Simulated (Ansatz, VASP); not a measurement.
# Sr (Strontium) in two plane-wave programs

One calculation is typed for both programs; each brings its own data sets and cutoff. How far apart do they land?

Method: plane waves, with VASP 6.6.1 beside it; relaxation of cell and atoms at r2SCAN, in Ansatz 0.2.0.

## (1) The structure

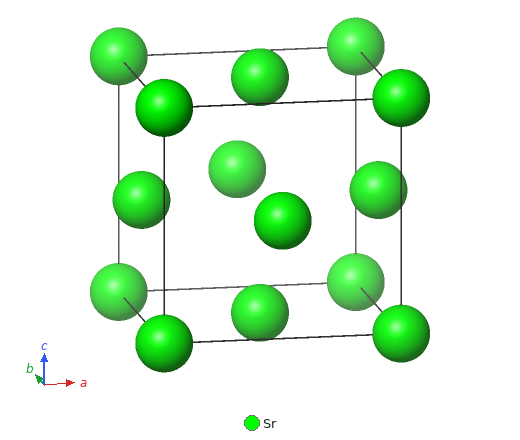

The cell as given, slightly off an axis (strontium green). This picture shows the conventional cell, with its axes. Some periodic images of atoms are drawn too.

Structure file:

```cif
data_structure
_symmetry_space_group_name_H-M 'P 1'
_symmetry_Int_Tables_number 1
_cell_length_a 4.3025
_cell_length_b 4.3025
_cell_length_c 4.3025
_cell_angle_alpha 60.000
_cell_angle_beta 60.000
_cell_angle_gamma 60.000
_cell_volume 56.32
loop_
_atom_site_label
_atom_site_type_symbol
_atom_site_fract_x
_atom_site_fract_y
_atom_site_fract_z
_atom_site_occupancy
Sr1 Sr 0.00000 0.00000 0.00000 1
```

## (2) Ansatz: relaxation of cell and atoms, r2SCAN

Ansatz runs on its default PAW (the set named soft_2) files.

The relaxed volume is the usual yardstick between codes: its relative difference is about their pressure difference at one cell divided by the bulk modulus.

input.yaml reads:

```yaml
crystal:
  lattice:
    - [0.0, 3.04235, 3.04235]
    - [3.04235, 0.0, 3.04235]
    - [3.04235, 3.04235, 0.0]
  atoms:
    - { symbol: Sr, position: [0.0, 0.0, 0.0] }
hamiltonian:
  xc: r2scan
  pseudopotentials: { kind: paw }
kpoints:
  mp_grid: { grid: [14, 14, 14] }
scf:
  occupations: { method: methfessel_paxton, width: 0.15 }
relax:
  f_tol: 0.01
  max_steps: 60
  cell: { stress_tol: 0.05 }
output:
  forces: true
  stress: true
```

On the command line:

```
$ ansatz run input.yaml --threads 4 --pin off --max-ram 9216MiB --backend cpu --events-out ev --progress --plain --runs-dir out
```

Numbers of over 12 decimals in the logs are rounded to 6 here.

The program printed:

```text
Engine: ansatz 0.2.0, aarch64-unknown-linux-gnu
Pseudopotentials: kind: paw
Pseudopotential: Sr, paw, valence charge 10, recommended cutoff 500 eV (meta_gga), Sr.paw.azcp
Functional definition: r2SCAN
  parameter k0 = 0.174
  parameter k1 = 0.065
  parameter a1 = 4.9479
  exchange = r2scan_x(k0 = k0, k1 = k1, a1 = a1)
  correlation = r2scan_c
Crystal: 1 atoms, lattice volume = 56.319 Å³
Basis set: ecut = 500 eV, 1459 PW (Γ), exchange–correlation on 128×128×128 points (64 copies of the dense FFT grid, shifted against one another)
Bands: 9, of which v1, the nominal top of the filled ones, is band 5 counted from 1 (4 counted from 0)
Symmetry: 48 space group operations
Space group: Fm-3m (ITA 225), of the structure as read, at distance tolerance 3.8e-5 Å
k-points: 104 of 2744
Non-local potential: Sr, projectors of the file, l = 0: 3, l = 1: 2, l = 2: 2
PAW form: soft (Blöchl's): semilocal exchange-correlation on the pseudo side does not see the compensation charge
PAW frozen core: Sr, regenerated for the run's functional (the file was generated under x = pbe(κ = 0.804, μ = 0.219515), c = pbe(β = 0.066725))
PAW one-centre angular grid: Sr, 302 points (default); XC on 160 Gauss nodes
Initial density: superposition of atomic densities (neutral atoms: chi_scale 0, normalization atom), corrected by the library's trained network
Initial wavefunctions: pseudopotential atomic-orbital guess
Functional: x = r2scan, c = r2scan; τ floored in thin density (d = 2e-4 eV/Å³)
SCF iter   1: F=—  HF=-3555.092848 eV  |F-HF|=—  |Δ(HF+E_count)|=         —  Δρ=2.65e-3  dr2=6.13e-3  dr2_τ=2.06e-3  ethr=1.77e-3  ⟨swp⟩=6.2  Hψ=8336  notcnv=0
preconditioner: auto → none  [metal: Δε(μ)=0.018 eV  Ē_g=3.827 eV  σ=0.150 eV  W_gap=0.10  n_scr=8 (ndim 8)  ℏωp=7.0 eV  f_vac=0.000  D(μ)=1.39/eV (n_scr^D=14)  sad-step TF]
SCF iter   2: F=—  HF=-3555.113971 eV  |F-HF|=—  |Δ(HF+E_count)|=   2.11e-2  S|Δr|=    0.00e0  Δρ=1.99e-3  dr2=3.26e-3  dr2_τ=8.72e-5  ethr=6.13e-5  ⟨swp⟩=2.3  Hψ=2610  notcnv=0
SCF iter   3: F=—  HF=-3555.114481 eV  |F-HF|=—  |Δ(HF+E_count)|=   5.10e-4  S|Δr|=    0.00e0  Δρ=5.53e-4  dr2=4.48e-4  dr2_τ=4.34e-5  ethr=3.26e-5  ⟨swp⟩=2.0  Hψ=1237  notcnv=0
SCF iter   4: F=—  HF=-3555.114356 eV  |F-HF|=—  |Δ(HF+E_count)|=   1.25e-4  S|Δr|=    0.00e0  Δρ=4.04e-4  dr2=2.76e-5  dr2_τ=4.77e-6  ethr=4.48e-6  ⟨swp⟩=2.5  Hψ=1416  notcnv=0
SCF iter   5: F=—  HF=-3555.114382 eV  |F-HF|=—  |Δ(HF+E_count)|=   2.61e-5  S|Δr|=    0.00e0  Δρ=1.59e-4  dr2=4.67e-6  dr2_τ=3.65e-6  ethr=2.76e-7  ⟨swp⟩=2.3  Hψ=1348  notcnv=0
SCF iter   6: F=—  HF=-3555.114390 eV  |F-HF|=—  |Δ(HF+E_count)|=   7.95e-6  S|Δr|=    0.00e0  Δρ=4.75e-5  dr2=4.37e-7  dr2_τ=4.27e-8  ethr=4.67e-8  ⟨swp⟩=3.0  Hψ=1431  notcnv=0
SCF iter   7: F=-3555.114391 eV  HF=-3555.114391 eV  |F-HF|=3.76e-9  |Δ(HF+E_count)|=   3.79e-7  S|Δr|=    0.00e0  Δρ=5.55e-6  dr2=5.60e-9  dr2_τ=6.03e-10  ethr=1.00e-9  ⟨swp⟩=5.0  Hψ=3061  notcnv=0
SCF 1 converged in 7 iterations: F = -3555.114391 eV  dr2 = 5.60e-9
  greatest PAW one-centre occupation: 0.989 electrons in one spin orbital (limit 2), on the Sr atom at site 0 (counted from 0), in its partial waves of l = 0
relax step   1: F+E_penalty+E_count = -3555.11439053 eV  Δ(F+E_penalty+E_count) = +0.000e0 eV  max|allowed force component| = 0.000e0 eV/Å  Δτ_max = 0.0000 Å  P = +0.080 GPa  Ω = 56.319 Å³  (7 SCF iters, dr2 threshold 1.00e-7 eV, accepted)
[...]
relax step   2: F+E_penalty+E_count = -3555.11443330 eV  Δ(F+E_penalty+E_count) = -4.277e-5 eV  max|allowed force component| = 0.000e0 eV/Å  Δτ_max = 0.0000 Å  P = +0.054 GPa  Ω = 56.446 Å³  energy of the carried Pulay correction = -1.037e-5 eV  (4 SCF iters, dr2 threshold 1.61e-8 eV, accepted)
[...]
relax step   3: F+E_penalty+E_count = -3555.11445550 eV  Δ(F+E_penalty+E_count) = -2.220e-5 eV  max|allowed force component| = 0.000e0 eV/Å  Δτ_max = 0.0000 Å  P = +0.000 GPa  Ω = 56.705 Å³  energy of the carried Pulay correction = -3.140e-5 eV  (4 SCF iters, dr2 threshold 7.23e-9 eV, accepted)
[...]
relax step   4: F+E_penalty+E_count = -3555.11448722 eV  Δ(F+E_penalty+E_count) = -3.172e-5 eV  max|allowed force component| = 0.000e0 eV/Å  Δτ_max = 0.0000 Å  P = +0.000 GPa  Ω = 56.705 Å³  stress off target by 2.50e-4 GPa  SCF on the basis re-selected at this cell (its energy is not comparable with the rows above)  (4 SCF iters)
basis re-selected at this cell: Δ(F+E_penalty+E_count) = -3.172e-5 eV, ΔP = +0.000 GPa vs the last step (what re-selecting the basis moved, of the pressure what is left beyond the Pulay correction that the steps carried, after the strain that the cell walked since its last selection, with what the two solves' SCF thresholds leave and, on support functions, any second-order correction that the steps lacked; it is no measure of the basis error at this ecutwfc). This SCF's stress stands 2.50e-4 GPa from its target on what of the cell is left free (relax.cell.stress_tol is 5.00e-2 GPa) and its largest allowed force component is 0.00e0 eV/Å (relax.f_tol is 1.00e-2 eV/Å): [rest of the remark cut]
SCF converged after 4 iterations
Stability not checked: this state was not tested for a lower state beside it, because cold or Methfessel-Paxton smearing, or corrected tetrahedra, fill the levels in a way that the test cannot read (fill_not_monotonic; see scf.lower_state_search)
Free energy (F): -3555.114487 eV
Harris-Foulkes:  -3555.114487 eV  (|F-HF|=5.46e-12)
Internal energy: -3555.113243 eV  (E = F + TS)
E sigma→0 (E₀):  -3555.114176 eV
Entropy (-TS):   -0.001244 eV (-1.244 meV/atom)
Fermi energy:    4.861704 eV
--- Per-component energies (eV) ---
  E_band       = -145.818418
  E_kinetic    = 241.661222
  E_local      = -778.306158  (includes V_loc(G=0)·N_el)
  E_nonlocal   = 202.110794
  E_hartree    = 197.567903
  E_xc         = -161.001572
  E_vxc        = -174.050878  (∫ρ·V_xc dr)
  E_paw        = -2715.719468  (= ΣΔE_a)
  E_vpaw       = -41.694773  (= ΣTr[D̂ρ^β])
  E_aug_tail   = -0.000001  (compensation charges beyond the density's cutoff)
  E_vtau       = 9.325503  (kinetic-family band-sum trace: ∫τ·v_τ [+ j·A + Jᵃ·Aᵃ] dr)
  E_ewald      = -541.279928
  E_core_change = -0.146037  (= ΣΔE_core)
  E_smearing   = -0.001244  (= −TS)
  E_closure    = -0.000000  (closes the sum)
  Σ components = -3555.114487   (vs F -3555.114487, Δ=0.00e0)
--- Forces (eV/Å), atoms counted from 1 ---
  atom   1  Sr    -0.00000000     0.00000000     0.00000000
  max |Σ_I F_I| component: 6.16e-33 eV/Å
--- Stress (GPa, compression-positive) ---
        0.000250       0.000000       0.000000
        0.000000       0.000250       0.000000
        0.000000       0.000000       0.000250
  P = ⅓ Tr σ = 0.0003 GPa (0.003 kbar)
--- Relaxed structure (3 steps of the walk, 3 accepted, 1 SCFs on fresh bases) ---
  F+E_penalty+E_count = -3555.11448722 eV   max|allowed force component| = 0.000e0 eV/Å   (the final SCF, on the basis selected at the relaxed cell)
  cell:  # Å, volume = 56.7046 Å³
    - [0, 3.049272, 3.049272]
    - [3.049272, 0, 3.049272]
    - [3.049272, 3.049272, 0]
  atoms:
    - { symbol: Sr, position: [0.0, 0.0, 0.0] }
```

The job ended after 8.1 s (4 threads of Arm Neoverse V1, shared host; peak memory 0.56 GiB).

## (3) VASP: relaxation of cell and atoms, r2SCAN

The same cell, functional, mesh and smearing now go to VASP, with its own data sets and cutoff.

Lines of VASP's logs that name or quote its potential files are left out, and so is its time.

INCAR reads:

```
SYSTEM = Sr
PREC = Accurate
ENCUT = 520
EDIFF = 1E-07
NELM = 100
ISMEAR = 1
SIGMA = 0.15
LREAL = .FALSE.
ALGO = Normal
METAGGA = R2SCAN
LASPH = .TRUE.
NBANDS = 11
LORBIT = 11
LWAVE = .FALSE.
LCHARG = .FALSE.
KPAR = 4
IBRION = 2
NSW = 50
ISIF = 3
EDIFFG = -0.005
```

POSCAR reads:

```
Sr
1.0
    0.0000000000      3.0423500000      3.0423500000
    3.0423500000      0.0000000000      3.0423500000
    3.0423500000      3.0423500000      0.0000000000
Sr
1
Direct
    0.0000000000      0.0000000000      0.0000000000
```

KPOINTS reads:

```
Automatic mesh
0
Gamma
14 14 14
0 0 0
```

PAW data sets: Sr_sv (PBE family, release 64).

On the command line:

```
$ mpirun -np 4 vasp_std
```

The program printed:

```text
[banner, memory and clock lines left out]
running    4 mpi-ranks, on    1 nodes
 distrk:  each k-point on    1 cores,    4 groups
 distr:  one band on    1 cores,    1 groups

 POSCAR found type information on POSCAR Sr
 POSCAR found :  1 types and       1 ions
|                                                                             |
|               ----> ADVICE to this user running VASP <----                  |
|                                                                             |
|     You enforced a specific xc type in the INCAR file but a different       |
|     [... a line on the potential file left out ...]
|     I HOPE YOU KNOW WHAT YOU ARE DOING!                                     |
|                                                                             |

 LDA part: xc-table for (None), standard interpolation
 POSCAR, INCAR and KPOINTS ok, starting setup
 FFT: planning ... GRIDC
 FFT: planning ... GRID_SOFT
 FFT: planning ... GRID
 WAVECAR not read
 entering main loop
       N       E                     dE             d eps       ncg     rms          rms(c)
DAV:   1     0.221129992355E+02    0.22113E+02   -0.48470E+03  2288   0.804E+02
DAV:   2    -0.166647168139E+02   -0.38778E+02   -0.38066E+02  2680   0.160E+02
DAV:   3    -0.187143903922E+02   -0.20497E+01   -0.20086E+01  3652   0.261E+01
DAV:   4    -0.188107412849E+02   -0.96351E-01   -0.95967E-01  2979   0.514E+00
DAV:   5    -0.188131017178E+02   -0.23604E-02   -0.23600E-02  3241   0.620E-01    0.746E+00
DAV:   6    -0.150798889276E+02    0.37332E+01   -0.41795E+00  2870   0.765E+00    0.767E+00
DAV:   7    -0.150707839206E+02    0.91050E-02   -0.11644E-01  2744   0.241E+00    0.636E+00
DAV:   8    -0.150982599286E+02   -0.27476E-01   -0.50824E-02  2621   0.235E+00    0.165E+00
DAV:   9    -0.150994714039E+02   -0.12115E-02   -0.67792E-03  3017   0.847E-01    0.193E-01
DAV:  10    -0.150997528738E+02   -0.28147E-03   -0.46022E-04  3514   0.170E-01    0.435E-02
DAV:  11    -0.150997663836E+02   -0.13510E-04   -0.20893E-05  3023   0.393E-02    0.193E-02
DAV:  12    -0.150997664542E+02   -0.70578E-07   -0.51216E-06  3097   0.173E-02    0.928E-03
DAV:  13    -0.150997664310E+02    0.23212E-07   -0.79339E-07  3358   0.507E-03
   1 F= -.15099766E+02 E0= -.15099355E+02  d E =-.150998E+02
 curvature:   0.00 expect dE= 0.000E+00 dE for cont linesearch  0.000E+00
 trial: gam= 0.00000 g(F)=  0.581E-63 g(S)=  0.148E-03 ort = 0.000E+00 (trialstep = 0.100E+01)
 search vector abs. value=  0.148E-03
 bond charge predicted
       N       E                     dE             d eps       ncg     rms          rms(c)
DAV:   1    -0.151008514806E+02   -0.10850E-02   -0.31305E-02  2429   0.134E+00    0.200E-01
DAV:   2    -0.151002590392E+02    0.59244E-03   -0.33449E-03  3280   0.419E-01    0.125E-01
DAV:   3    -0.150998460678E+02    0.41297E-03   -0.13672E-03  3395   0.209E-01    0.510E-02
DAV:   4    -0.150998629827E+02   -0.16915E-04   -0.30154E-05  2733   0.375E-02    0.326E-02
DAV:   5    -0.150998781357E+02   -0.15153E-04   -0.93115E-05  3545   0.484E-02    0.653E-03
DAV:   6    -0.150998770263E+02    0.11094E-05   -0.97468E-07  2918   0.950E-03    0.392E-03
DAV:   7    -0.150998761663E+02    0.85995E-06   -0.77893E-07  3504   0.734E-03    0.373E-03
DAV:   8    -0.150998768135E+02   -0.64716E-06   -0.86064E-08  1721   0.283E-03    0.103E-03
DAV:   9    -0.150998770191E+02   -0.20566E-06   -0.17047E-08  1225   0.127E-03    0.330E-04
DAV:  10    -0.150998770591E+02   -0.39954E-07   -0.34195E-09  1216   0.513E-04
   2 F= -.15099877E+02 E0= -.15099463E+02  d E =-.110628E-03
 trial-energy change:   -0.000111  1 .order   -0.000108   -0.000148   -0.000067
 step:   1.6063(harm=  1.8264)  dis= 0.00000  next Energy=   -15.099898 (dE=-0.132E-03)
 bond charge predicted
       N       E                     dE             d eps       ncg     rms          rms(c)
DAV:   1    -0.151002588173E+02   -0.38180E-03   -0.11465E-02  2432   0.812E-01    0.121E-01
DAV:   2    -0.151000429878E+02    0.21583E-03   -0.12311E-03  3285   0.254E-01    0.755E-02
DAV:   3    -0.150998930190E+02    0.14997E-03   -0.50767E-04  3380   0.127E-01    0.310E-02
DAV:   4    -0.150998980617E+02   -0.50428E-05   -0.11065E-05  2755   0.226E-02    0.197E-02
DAV:   5    -0.150999012211E+02   -0.31594E-05   -0.33319E-05  3536   0.291E-02    0.383E-03
DAV:   6    -0.150999007470E+02    0.47407E-06   -0.36111E-07  2678   0.574E-03    0.232E-03
DAV:   7    -0.150999002238E+02    0.52327E-06   -0.27144E-07  2511   0.456E-03    0.234E-03
DAV:   8    -0.150999006108E+02   -0.38700E-06   -0.62781E-08  1270   0.239E-03    0.662E-04
DAV:   9    -0.150999007417E+02   -0.13092E-06   -0.16260E-08  1177   0.105E-03    0.233E-04
DAV:  10    -0.150999007625E+02   -0.20842E-07   -0.50609E-09  1180   0.507E-04
   3 F= -.15099901E+02 E0= -.15099485E+02  d E =-.134332E-03
 curvature:  -0.85 expect dE=-0.921E-06 dE for cont linesearch -0.921E-06
 trial: gam=-0.07827 g(F)=  0.168E-62 g(S)=  0.109E-05 ort = 0.127E-04 (trialstep = 0.112E+01)
 search vector abs. value=  0.805E-08
 reached required accuracy - stopping structural energy minimisation
```

Parts of OUTCAR (step 3):

```text
ion  position               nearest neighbor table
   1  0.000  0.000  0.000-

  LATTYP: Found a face centered cubic cell.
 ALAT       =     6.0847000000

 Subroutine GETGRP returns: Found 48 space group operations
 (whereof 48 operations were pure point group operations)

The static configuration has the point symmetry O_h .

 Found    104 irreducible k-points:

   k-points           NKPTS =    104   k-points in BZ     NKDIM =    104   number of bands    NBANDS=     11

   dimension x,y,z NGX =    32 NGY =   32 NGZ =   32
   dimension x,y,z NGXF=    64 NGYF=   64 NGZF=   64

   ENCUT  =  520.0 eV  38.22 Ry    6.18 a.u.   8.00  8.00  8.00*2*pi/ulx,y,z

   NELECT =      10.0000    total number of electrons

 k-points in reciprocal lattice and weights: Automatic mesh
   0.00000000  0.00000000  0.00000000       0.000
   0.07142857  0.00000000  0.00000000       0.003
   0.14285714  0.00000000  0.00000000       0.003
   0.21428571  0.00000000  0.00000000       0.003
   0.28571429  0.00000000  0.00000000       0.003
   0.35714286  0.00000000  0.00000000       0.003
   0.42857143  0.00000000  0.00000000       0.003
   0.50000000  0.00000000  0.00000000       0.001
   0.07142857  0.07142857  0.00000000       0.002
[...]
-0.28571429  0.42857143  0.21428571       0.009
  -0.28571429  0.50000000  0.21428571       0.004

 average (electrostatic) potential at core
       1 -45.7264

 E-fermi :   1.4848

 k-point     1 :       0.0000    0.0000    0.0000
  band No.  band energies     occupation
      1     -36.5864      2.00000
      2     -17.8496      2.00000
      3     -17.8496      2.00000
      4     -17.8496      2.00000
      5      -2.2884      2.00000
      6       4.1657     -0.00000
      7       4.1657     -0.00000
      8       4.1657     -0.00000
      9       5.6632      0.00000
     10       5.6632      0.00000
    ...

 k-point     2 :       0.0714    0.0000    0.0000
  band No.  band energies     occupation
      1     -36.5858      2.00000
      2     -17.8589      2.00000
      3     -17.8508      2.00000
      4     -17.8508      2.00000
      5      -2.2041      2.00000
      6       4.0181     -0.00000
      7       4.2057     -0.00000
      8       4.2057     -0.00000
      9       5.6056      0.00000
     10       5.6056      0.00000
    ...

 k-point     3 :       0.1429    0.0000    0.0000
  band No.  band energies     occupation
      1     -36.5839      2.00000
      2     -17.8848      2.00000
      3     -17.8542      2.00000
      4     -17.8542      2.00000
      5      -1.9567      2.00000
      6       3.6496     -0.00000
      7       4.2951     -0.00000
      8       4.2951     -0.00000
      9       5.4983      0.00000
     10       5.4983      0.00000
    ...

  Total        0.0027383      0.0027383      0.0027383      0.0000000      0.0000000      0.0000000
  in kB        0.0773238      0.0773238      0.0773238      0.0000000      0.0000000      0.0000000
  external PRESSURE =       0.0773238 kB  Pullay stress =       0.0000000 kB

  energy-cutoff  :      520.00
  volume of cell :       56.74
      direct lattice vectors                 reciprocal lattice vectors
    -0.000000000  3.049892321  3.049892321    -0.163940214  0.163940214  0.163940214
     3.049892321  0.000000000  3.049892321     0.163940214 -0.163940214  0.163940214
     3.049892321  3.049892321 -0.000000000     0.163940214  0.163940214 -0.163940214

 POSITION                                       TOTAL-FORCE (eV/Angst)
 -----------------------------------------------------------------------------------
      0.00000      0.00000      0.00000         0.000000      0.000000      0.000000
 -----------------------------------------------------------------------------------
    total drift:                                0.000000      0.000000     -0.000000

  FREE ENERGIE OF THE ION-ELECTRON SYSTEM (eV)
  ---------------------------------------------------
  free  energy   TOTEN  =       -15.0999007625 eV

  energy  without entropy=      -15.0986528773  energy(sigma->0) =      -15.09948480

 reached required accuracy - stopping structural energy minimisation

 total charge
# of ion       s       p       d       tot
------------------------------------------
    1        2.053   5.815   0.114   7.982

[... 3 further parts left out ...]
```

## (4) Side by side

Known differences besides the PAW data sets themselves: VASP keeps PBE cores, Ansatz makes them for the functional; both relaxations stop at a tolerance, which leaves soft axes loose, and VASP keeps its plane-wave basis; the cutoff is 500 eV in Ansatz and 520 eV in VASP; Ansatz adds a Pulay correction to the stress that steers its cell, VASP none. Total energies have different zeros and are not compared.

Both answers:

| quantity | Ansatz | VASP | difference |
| --- | --- | --- | --- |
| volume (Å³) | 56.70 | 56.74 | -0.06 % |
| edge a after relaxation, in the typed setting (Å) | 4.312 | 4.313 | -0.02 % |

The walks stopped with 0.00 GPa left in Ansatz and 0.01 GPa in VASP; each walk ends within a tolerance, so the volume difference is uncertain by about these residues over the bulk modulus, most in soft cells.

## (5) Results

```
difference in volume (relaxation of cell and atoms, r2SCAN) : -0.061 %
```

In words: The difference in volume is -0.061 % (relaxation of cell and atoms, r2SCAN), within the 1.2 % picked in this series as the mark of a large difference, as far as the stopping tolerances let one tell. Differences of this kind measure data sets and numerical settings, not the functional's error against experiment.

[Lines on the potential files, build, host, timing and source positions are cut from VASP's logs without a mark.]

[Logs are printed without paths, hosts, clocks, repeated set-up lines and the standing remarks that a program may print on its own settings, such as how far it seeks lower states.]

[Hosts, paths, dates, database ids (printed as entryN), source tags and the programs' standing remarks are cut or masked in the printed files.]
